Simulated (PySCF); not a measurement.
Run report: C4H7N, single-point calculation

System: C4H7N, SMILES C=CCN=C.
Method: B2PLYP/pc-0, RKS (PySCF 2.14.0).

The geometry comes from this level: GFN2-xTB.

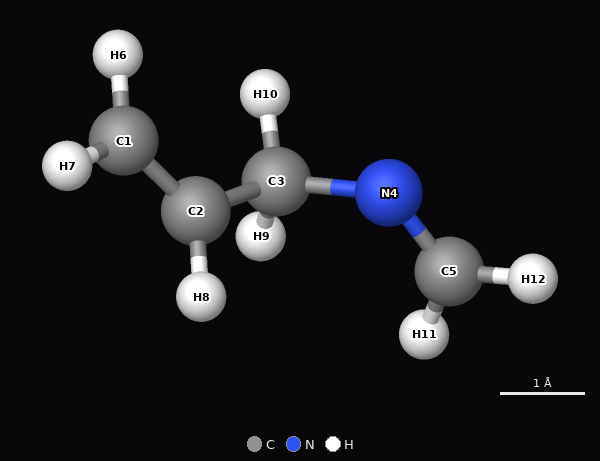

Fig. 1: The structure (ball-and-stick view, seen at a tilt; atoms are numbered from 1 in the order of the input). Bond lengths as drawn: C–C 1.32 to 1.50 Å, C–H 1.08 to 1.11 Å and C–N 1.25 to 1.44 Å.

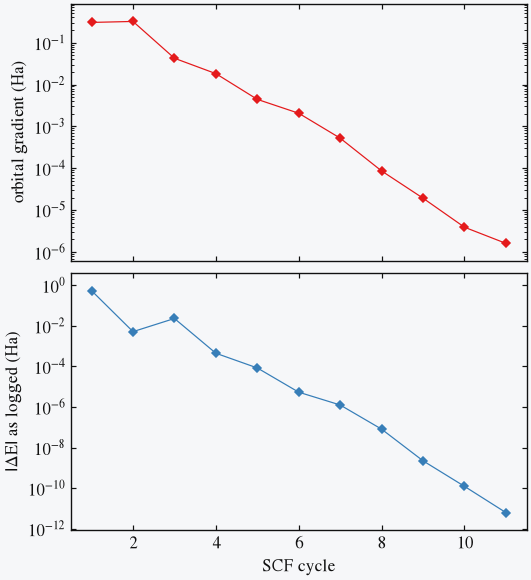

Fig. 2: Convergence of the self-consistent field: orbital gradient and size of the energy change against the SCF cycle. The residual falls almost steadily, with no more than small rises.

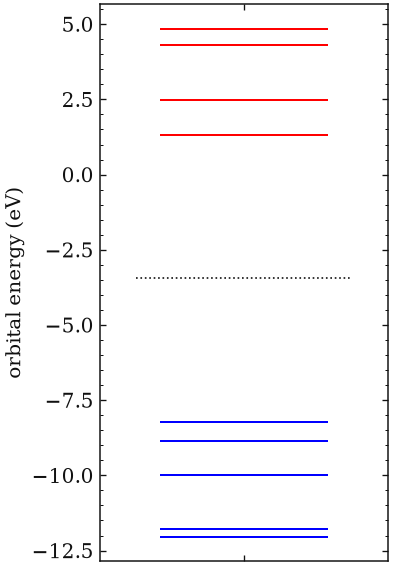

Fig. 3: Orbital energies near the frontier; the dotted line parts filled from empty levels, and levels within 0.02 eV of each other stand side by side. Highest filled −8.21 eV, lowest empty 1.32 eV, 9.53 eV apart.

These pictures come from the run below.

### The input (run.py)
```python
from pyscf import gto, dft, mp

molecule = gto.M(
    atom='''
C     -1.265134     2.694844     2.960483
C     -1.349567     0.964724     1.168550
C      0.600272     0.667961    -0.872846
N      1.810641    -1.747619    -0.598779
C      1.379689    -3.478098    -2.146370
H      0.251617     4.046981     3.076890
H     -2.714062     2.837046     4.381406
H     -2.876220    -0.394802     1.092545
H     -0.323710     0.874244    -2.734245
H      2.058441     2.115095    -0.660610
H      0.139915    -3.295852    -3.800409
H      2.288118    -5.284544    -1.866615
''',
    unit='bohr',
    basis='pc-0',
    verbose=4,
    max_memory=1860,
    spin=0,
)

ks = dft.RKS(molecule, xc='0.53*HF + 0.47*B88, 0.73*LYP')
ks.grids.level = 4
ks.conv_tol = 1e-10
ks.kernel()
if not ks.converged:
    ks = ks.newton().run(ks.mo_coeff, ks.mo_occ)

pt = mp.MP2(ks, frozen=5).run()
energy = ks.e_tot + 0.27 * pt.e_corr
print('PT2 part  %.8f' % (0.27 * pt.e_corr))
print('E(%s) = %.9f' % ('B2PLYP', energy))
```

Launch command:
```bash
OMP_NUM_THREADS=1 python run.py
```

### What the program printed
```
PySCF version 2.14.0

[INPUT] num. atoms = 12
[INPUT] num. electrons = 38
[INPUT] charge = 0
[INPUT] spin (= nelec alpha-beta = 2S) = 0
[INPUT] symmetry False subgroup None
[INPUT] Mole.unit = bohr
[INPUT] Symbol           X                Y                Z      unit          X                Y                Z       unit  Magmom
[INPUT]  1 C     -0.669480081560   1.426050031784   1.566620136916 AA   -1.265134000000   2.694844000000   2.960483000000 Bohr   0.0
[INPUT]  2 C     -0.714160101010   0.510509955628   0.618370029821 AA   -1.349567000000   0.964724000000   1.168550000000 Bohr   0.0
[INPUT]  3 C      0.317650262753   0.353469738983  -0.461890211843 AA    0.600272000000   0.667961000000  -0.872846000000 Bohr   0.0
[INPUT]  4 N      0.958149954357  -0.924800148171  -0.316860201177 AA    1.810641000000  -1.747619000000  -0.598779000000 Bohr   0.0
[INPUT]  5 C      0.730099976957  -1.840530198946  -1.135810090202 AA    1.379689000000  -3.478098000000  -2.146370000000 Bohr   0.0
[INPUT]  6 H      0.133149982280   2.141570118226   1.628220068508 AA    0.251617000000   4.046981000000   3.076890000000 Bohr   0.0
[INPUT]  7 H     -1.436219759424   1.501300089532   2.318540206988 AA   -2.714062000000   2.837046000000   4.381406000000 Bohr   0.0
[INPUT]  8 H     -1.522030077592  -0.208920221226   0.578149915905 AA   -2.876220000000  -0.394802000000   1.092545000000 Bohr   0.0
[INPUT]  9 H     -0.171299954947   0.462630001584  -1.446900143072 AA   -0.323710000000   0.874244000000  -2.734245000000 Bohr   0.0
[INPUT] 10 H      1.089280067223   1.119260072931  -0.349579757306 AA    2.058441000000   2.115095000000  -0.660610000000 Bohr   0.0
[INPUT] 11 H      0.074039829466  -1.744089768965  -2.011089834975 AA    0.139915000000  -3.295852000000  -3.800409000000 Bohr   0.0
[INPUT] 12 H      1.210819901496  -2.796460254904  -0.987770119561 AA    2.288118000000  -5.284544000000  -1.866615000000 Bohr   0.0

nuclear repulsion = 159.341417237642
number of shells = 17
number of NR pGTOs = 91
number of NR cGTOs = 59
basis = pc-0
ecp = {}

******** <class 'pyscf.dft.rks.RKS'> ********
method = RKS
initial guess = minao
damping factor = 0
level_shift factor = 0
DIIS = <class 'pyscf.scf.diis.CDIIS'>
diis_start_cycle = 1
diis_space = 8
diis_damp = 0
SCF conv_tol = 1e-10
SCF conv_tol_grad = None
SCF max_cycles = 50
direct_scf = True
direct_scf_tol = 1e-13
XC library pyscf.dft.libxc version 7.0.0
    S. Lehtola, C. Steigemann, M. J.T. Oliveira, and M. A.L. Marques.,  SoftwareX 7, 1–5 (2018)
XC functionals = 0.53*HF + 0.47*B88, 0.73*LYP
    A. D. Becke.,  Phys. Rev. A 38, 3098 (1988)
    C. Lee, W. Yang, and R. G. Parr.,  Phys. Rev. B 37, 785 (1988)
    B. Miehlich, A. Savin, H. Stoll, and H. Preuss.,  Chem. Phys. Lett. 157, 200 (1989)
radial grids:
    Treutler-Ahlrichs [JCP 102, 346 (1995); DOI:10.1063/1.469408] (M4) radial grids

becke partition: Becke, JCP 88, 2547 (1988); DOI:10.1063/1.454033
pruning grids: <function nwchem_prune>
grids dens level: 4
symmetrized grids: False
atomic radii adjust function: <function treutler_atomic_radii_adjust>
small_rho_cutoff = 0
Set gradient conv threshold to 1e-05
Initial guess from minao.
tot grids = 252264
init E= -210.791467255999
  HOMO = -0.296716012138571  LUMO = -0.0638513390713449  gap/eV = 6.33657
cycle= 1 E= -210.248491440825  delta_E= 0.543  |g|= 0.304  |ddm|= 3.52
  HOMO = -0.256419644218379  LUMO = 0.0599059750592978  gap/eV = 8.60766
cycle= 2 E= -210.25368456965  delta_E= -0.00519  |g|= 0.321  |ddm|= 0.665
  HOMO = -0.303141438763037  LUMO = 0.0466376572758413  gap/eV = 9.51797
cycle= 3 E= -210.276794939192  delta_E= -0.0231  |g|= 0.0424  |ddm|= 0.323
  HOMO = -0.300468227323787  LUMO = 0.0477081051069081  gap/eV = 9.47436
cycle= 4 E= -210.277242086012  delta_E= -0.000447  |g|= 0.0182  |ddm|= 0.0563
  HOMO = -0.301782640725685  LUMO = 0.0483775319236095  gap/eV = 9.52834
cycle= 5 E= -210.27732640788  delta_E= -8.43e-05  |g|= 0.00442  |ddm|= 0.0226
  HOMO = -0.301627458957681  LUMO = 0.0487294363811088  gap/eV = 9.53370
cycle= 6 E= -210.277331787783  delta_E= -5.38e-06  |g|= 0.00206  |ddm|= 0.0068
  HOMO = -0.301776661220117  LUMO = 0.0486467562358346  gap/eV = 9.53551
cycle= 7 E= -210.27733305056  delta_E= -1.26e-06  |g|= 0.000524  |ddm|= 0.0026
  HOMO = -0.301866354613802  LUMO = 0.0486254920704159  gap/eV = 9.53737
cycle= 8 E= -210.277333131517  delta_E= -8.1e-08  |g|= 8.63e-05  |ddm|= 0.000917
  HOMO = -0.301860960469414  LUMO = 0.048637497260362  gap/eV = 9.53755
cycle= 9 E= -210.277333133743  delta_E= -2.23e-09  |g|= 1.93e-05  |ddm|= 0.00012
  HOMO = -0.301863712478847  LUMO = 0.0486350765477681  gap/eV = 9.53756
cycle= 10 E= -210.277333133867  delta_E= -1.23e-10  |g|= 3.91e-06  |ddm|= 3.1e-05
  HOMO = -0.301864091445731  LUMO = 0.0486346155438433  gap/eV = 9.53756
cycle= 11 E= -210.277333133873  delta_E= -6.25e-12  |g|= 1.61e-06  |ddm|= 7.31e-06
  HOMO = -0.301863942155062  LUMO = 0.0486348505840812  gap/eV = 9.53756
Extra cycle  E= -210.277333133873  delta_E= 2.27e-13  |g|= 1.18e-06  |ddm|= 3.3e-06
converged SCF energy = -210.277333133873

******** <class 'pyscf.mp.mp2.RMP2'> ********
nocc = 14, nmo = 54
frozen orbitals 5
E(RMP2) = -210.814014296632  E_corr = -0.536681162758718
E(SCS-RMP2) = -210.814521024735  E_corr = -0.537187890862264
E_corr(same-spin) = -0.123264812824843
E_corr(oppo-spin) = -0.413416349933875
PT2 part  -0.14490391
E(B2PLYP) = -210.422237048
```

### Key numbers

```csv
quantity,value
outcome,converged
total energy,−210.422237 hartree
SCF energy,−210.277333 hartree
basis functions,59
HOMO,−8.21 eV
LUMO,1.32 eV
dipole moment,1.65 D
hardware,"1 thread of Intel Xeon (Sapphire Rapids), 16 GiB of memory available, shared host"
wall time,12 s
peak memory,0.33 GiB
```
